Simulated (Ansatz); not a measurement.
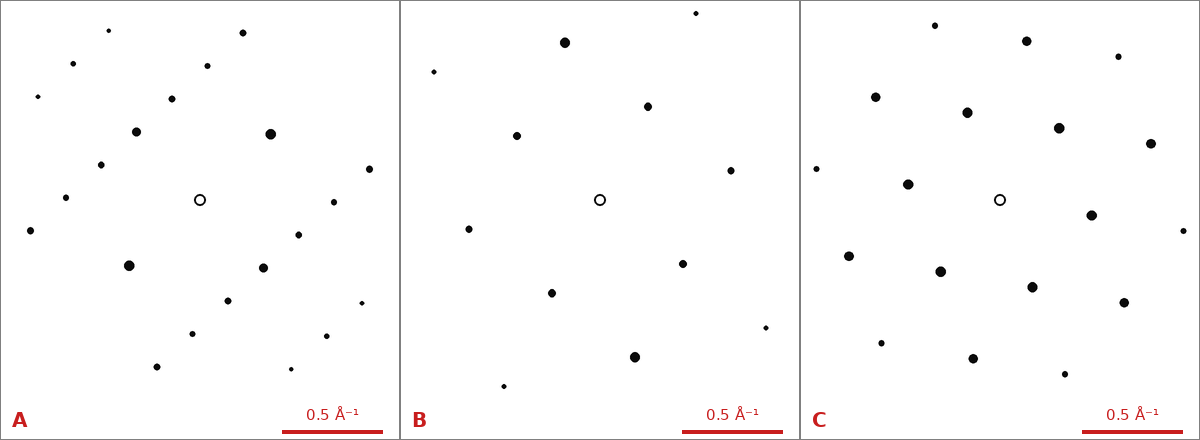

The patterns are kinematic simulations for 200 kV electrons (no multiple scattering; isotropic B = 0.5 Å²).

All three come from C, space group P6_3/mmc (No. 194), a = 2.483 Å, c = 4.136 Å (hexagonal axes). Structure: the input geometry of an electronic-structure calculation (not necessarily at equilibrium).

```json
{"atom": "C", "site": "4f", "symmetry": "3m.", "x": "0.3333", "y": "0.6667", "z": "0.0628"}
```

Question: Assign the zone axes [001], [100], [211] to A, B and C.

Answer: A is [100]: rectangular net of 0 0 1 (itself extinct) at d = 4.14 Å and 0 1 0 at d = 2.15 Å, at 90.0°. B is [211]: centred rectangular net of 0 1 -1 at d = 1.91 Å and -1 1 1 at d = 1.91 Å, at 79.6°. C is [001]: hexagonal net of 1 0 0 at d = 2.15 Å and 0 1 0 at d = 2.15 Å, at 60.0°.
